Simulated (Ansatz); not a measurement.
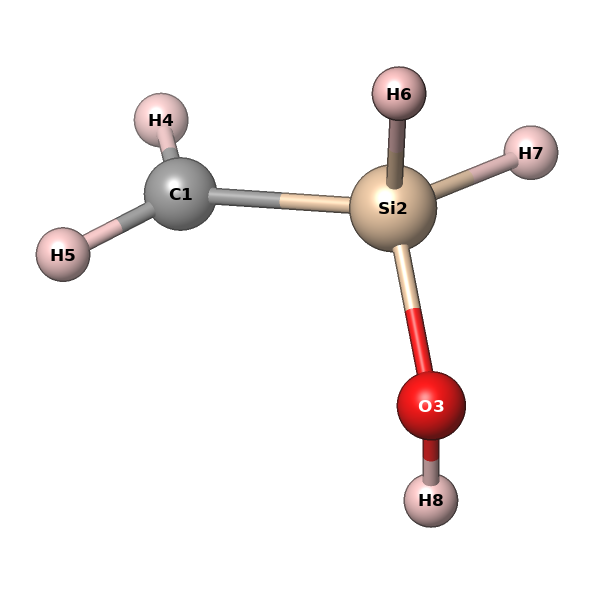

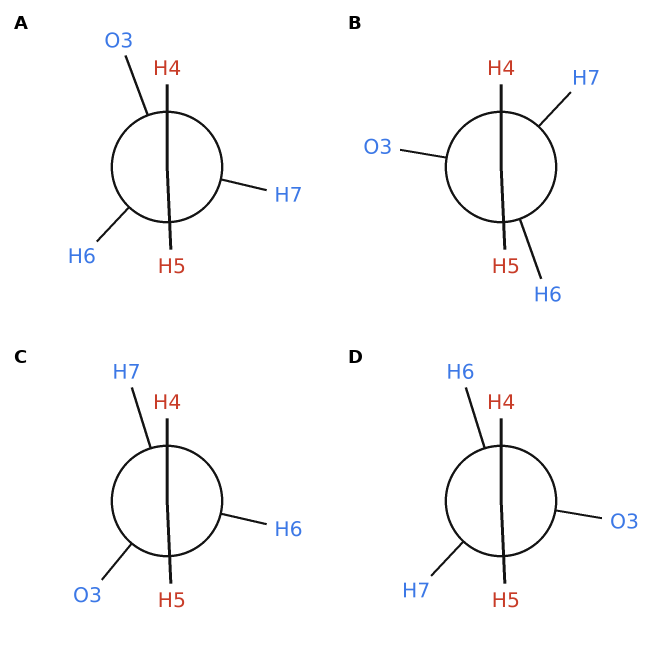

Distant atoms are faded towards the background colour. Bonds that would overlap in a projection are set slightly apart. The species is neutral and a spin doublet. Computed geometry: PBE0-D4/def2-TZVP optimisation. No frequency run is at hand to confirm it as a minimum.

Q: Which Newman projection shows the view along C1–Si2, with C1 in front?

A: C. The torsion angle H4–C1–Si2–O3 is −140°, anticlinal.
